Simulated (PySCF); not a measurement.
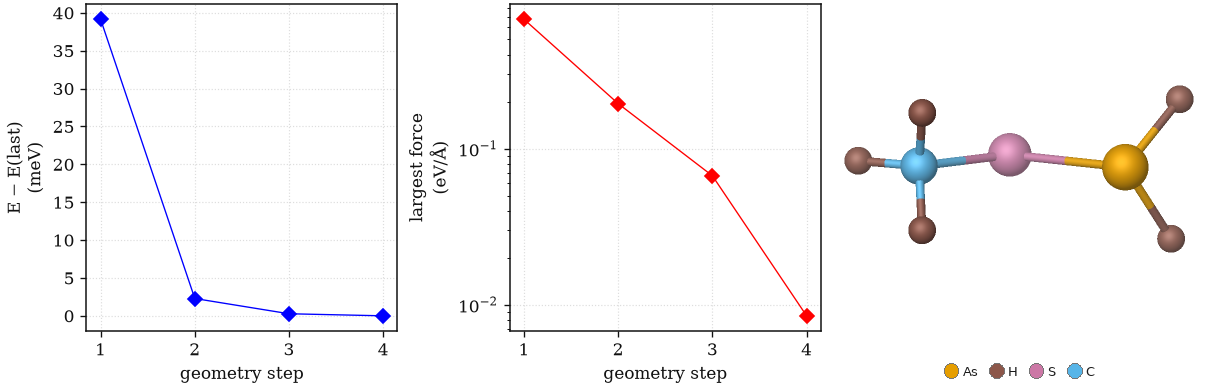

Beside the plot: the molecule at the start.

History of a geometry optimisation.

The run: AsH2(SMe) (SMILES [H][As]([H])SC), by PBE0-D3(BJ)/def2-SVP, geometry optimisation (PySCF).

**How did the optimisation end?**

The optimisation met its thresholds at geometry 4, counting the start as the first. The energy fell by about 39 meV from the first step to the last. The largest force goes from about 0.67 eV/Å at the start to 8 × 10⁻³ eV/Å at the end.
